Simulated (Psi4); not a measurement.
Run report: COSe, geometry relaxation (part 3 of 3)

Continued. System: COSe. Method: r2SCAN-3c/def2-mTZVPP, RKS (Psi4 1.11). The geometry comes from this level: PBE0-D4/def2-TZVP.

Geometry of the input (Å):
```
O  -0.8200  0.9949  -0.3465
C  -0.1141  0.1385  -0.0482
Se 0.9341  -1.1334  0.3947
```

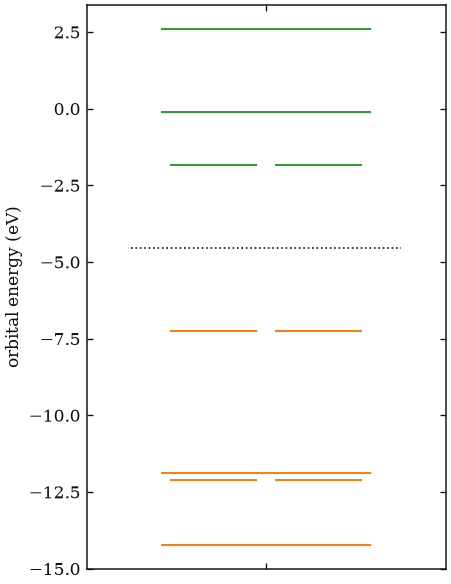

**Figure 1.** Orbital energies near the frontier; the dotted line parts filled from empty levels, and levels within 0.02 eV of each other stand side by side. Highest filled −7.25 eV, lowest empty −1.83 eV, 5.42 eV apart.

Summary:

| quantity | value |
| --- | --- |
| outcome | converged |
| total energy | −2514.868470 hartree |
| dispersion energy | −0.000480 hartree |
| basis functions | 79 |
| HOMO | −7.25 eV |
| LUMO | −1.83 eV |
| dipole moment | 0.81 D |
| wall time | 30 s |
| peak memory | 0.56 GiB |
